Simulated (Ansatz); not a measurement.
# Calculations on BH2ClF2

Part 1: Relaxation

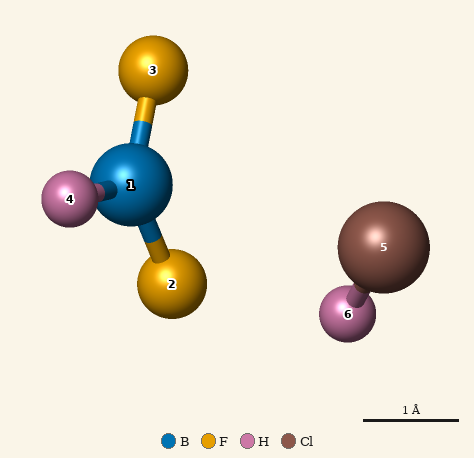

BH$_{2}$ClF$_{2}$, before the relaxation. A ball-and-stick model, seen from a free direction.

The run prepares an end point of a later path (reaction) calculation, from a guessed geometry.

Level of theory: Ansatz 0.2.0, RKS PBE/def2-SVP.

Input file:
```yaml
crystal:
  periodic: [false, false, false]
  atoms:
    - { symbol: B, position_ang: [0.001213, -0.264838, -0.032135] }
    - { symbol: F, position_ang: [0.028258, -0.410335, 1.289285] }
    - { symbol: F, position_ang: [1.152147, -0.347425, -0.677112] }
    - { symbol: H, position_ang: [-1.043825, -0.137197, -0.624032] }
    - { symbol: Cl, position_ang: [0.022694, 2.635046, 0.952226] }
    - { symbol: H, position_ang: [0.099313, 1.639049, 1.838368] }
basis:
  gaussian: { orbitals: def2-SVP }
hamiltonian:
  xc: pbe
relax:
  f_tol: 0.03
  max_steps: 50
output:
  orbitals: {}
```

Command:
```bash
ansatz run input.yaml --threads 1 --pin off --max-ram 2048MiB --backend cpu --events-out ev --progress --plain --runs-dir out
```

What does the optimiser find from here?

Answer. After 5 accepted moves (6 points after the start) the energy has fallen by 0.032 eV. The largest force component goes from 0.78 to 0.0074 eV/Å. The line search rejected the trial step at point 1 of the run. The largest move after the best rigid fit is that of H6, 0.16 Å. Largest moves by element: H 0.16 Å, F 0.11 Å, Cl 0.07 Å, B 0.05 Å. Some distances before and after: Cl5–H6 1.335 → 1.298 Å, B1–F2 1.330 → 1.335 Å.

History of the run:

```
step  E − E(0), eV  largest force component, eV/Å      note
   0        0.0000                         0.7786          
   1        0.0026                         0.7716  rejected
   2       -0.0128                         0.6845          
   3       -0.0278                         0.1720          
   4       -0.0306                         0.1192          
   5       -0.0316                         0.0368          
   6       -0.0317                         0.0074
```

Final geometry:

```xyz
6

B     0.0000   -0.3124   -0.0542
F     0.0324   -0.5152    1.2647
F     1.1510   -0.3435   -0.7059
H    -1.0518   -0.1739   -0.6334
Cl    0.0673    2.6819    0.9719
H     0.0608    1.7775    1.9035
```

The end point in the same view:

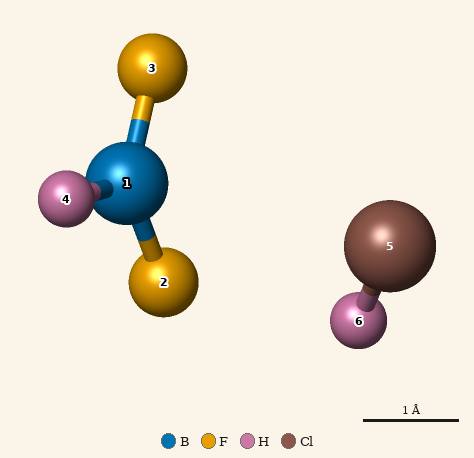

Part 2: Relaxation

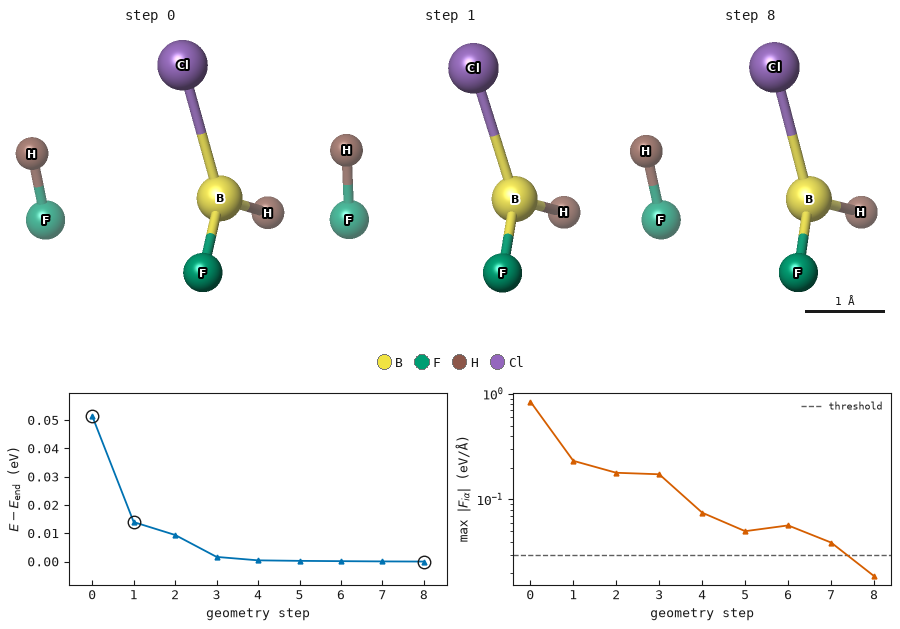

Frames of a relaxation of BH$_{2}$ClF$_{2}$, marked on the history of the run. A ball-and-stick model, seen at a tilt.

The run prepares an end point of a later path (reaction) calculation, from a guessed geometry.

The calculation used RKS PBE/def2-SVP (Ansatz 0.2.0). Set-up: no spin polarisation; force threshold 0.03 eV/Å; at most 50 steps.

Q: Describe the path.

A: Over 8 geometry steps the energy falls by 0.051 eV. The largest force component goes from 0.84 to 0.019 eV/Å. The largest move after the best rigid fit is that of an F atom, 0.23 Å. Largest moves by element: F 0.23 Å, H 0.20 Å, B 0.15 Å, Cl 0.12 Å. Among the contacts that change: B–F 2.517 → 2.141 Å, B–Cl 1.832 → 1.810 Å, F–H 0.933 → 0.948 Å, B–F 1.315 → 1.324 Å. The run took 16 s on 1 thread of Arm Neoverse V1 (shared host), peak memory 0.13 GiB. From step 0 to 1: an H atom moves most (0.19 Å), energy −0.037 eV. From step 1 to 8: an F atom moves most (0.16 Å), energy −0.014 eV.

Limits of the set-up: the start holds two separate molecules, 2.5 Å apart at their closest, whose relative position is a soft coordinate and is computed without a dispersion correction.

Part 3: Path

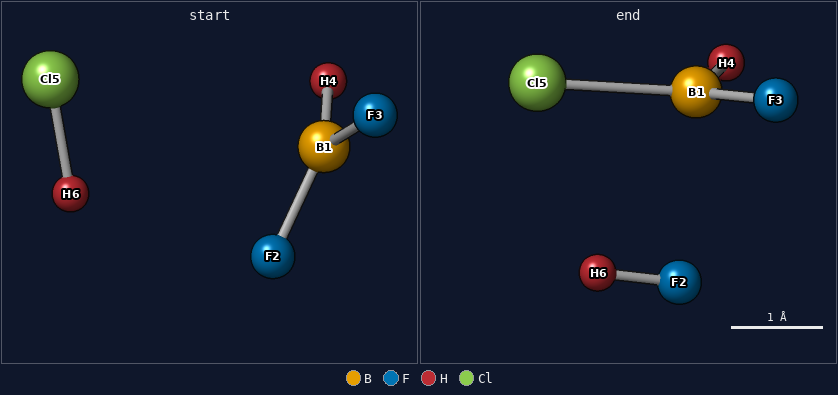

The two relaxed end points of a path for BH2ClF2, made up at the start of BHF2 and HCl. Style: ball-and-stick. Shown at a tilt.

Theory: Ansatz, RKS PBE/def2-SVP.

Set-up: 5 movable images; climbing image; force threshold 0.03 eV/Å; iteration limit 60.

Start:
```xyz
6

B     0.0006   -0.3127   -0.0538
F     0.0328   -0.5149    1.2652
F     1.1517   -0.3435   -0.7053
H    -1.0513   -0.1749   -0.6333
Cl    0.0661    2.6821    0.9708
H     0.0599    1.7782    1.9029
```

End:
```xyz
6

B     0.0106    0.4423   -0.2312
F     0.0055   -0.1350    1.8301
F     1.1558   -0.1256   -0.5747
H    -1.0552   -0.0562   -0.5039
Cl    0.0742    2.1944    0.2184
H     0.0689    0.7945    2.0078
```

What barrier does the band find between them, and by what path?

Answer. The energy climbs by 0.84 eV to image 4 and then falls by 0.20 eV, so the end point sits at +0.64 eV. Breaking: B1–F2 (1.33 → 1.58 at the top → 2.14 Å), Cl5–H6 (1.30 → 1.59 at the top → 2.27 Å). Forming: B1–Cl5 (3.17 → 2.04 at the top → 1.81 Å), F2–H6 (2.38 → 1.16 at the top → 0.95 Å). The band converged in 15 iterations. The largest component of the band force went from 6.1 to 0.0092 eV/Å. The climbing image converged on the top of the path. Its vibrational analysis gives one imaginary mode (623i cm⁻¹), as a transition state must have.

Energies of the converged images:

```
image  path (Å)  E (eV)
    0      0.00   0.000
    1      0.35   0.023
    2      0.70   0.148
    3      1.05   0.517
    4      1.39   0.845
    5      1.75   0.698
    6      2.11   0.641
```

The geometry at the top of the path:

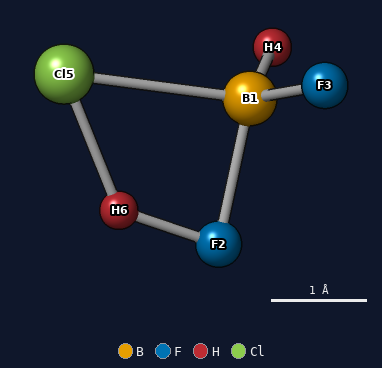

Limits of the set-up: the start holds two separate molecules, 2.4 Å apart at their closest, whose relative position is a soft coordinate and is computed without a dispersion correction.

Cost: 110 s on 1 thread of Arm Neoverse V1, with other jobs on the host, peak memory 0.12 GiB.
